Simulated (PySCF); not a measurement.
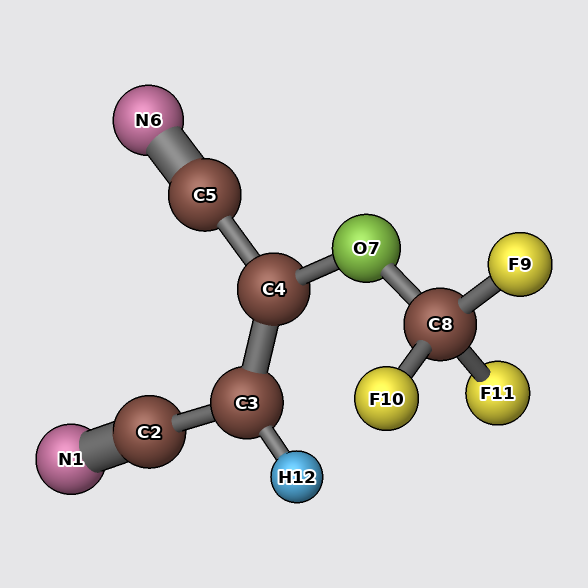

The thickness of each stick grows with its Mayer bond order. Computed geometry: GFN2-xTB optimisation. No frequency run is at hand to confirm it as a minimum. Computed with PBE0/pcSseg-1 (PySCF 2.14.0).

List the Mayer bond orders of N1–C2, C2–C3, C3–C4, C3–H12, C4–C5, C4–O7, C5–N6, O7–C8, C8–F9, C8–F10 (one bond of each equivalent set).

```csv
bond,Mayer order,length (Å)
N1–C2,2.98,1.145
C2–C3,1.06,1.410
C3–C4,1.71,1.342
C3–H12,0.90,1.081
C4–C5,1.04,1.425
C4–O7,0.97,1.385
C5–N6,2.99,1.143
O7–C8,1.04,1.331
C8–F9,1.09,1.319
C8–F10,1.00,1.340
```
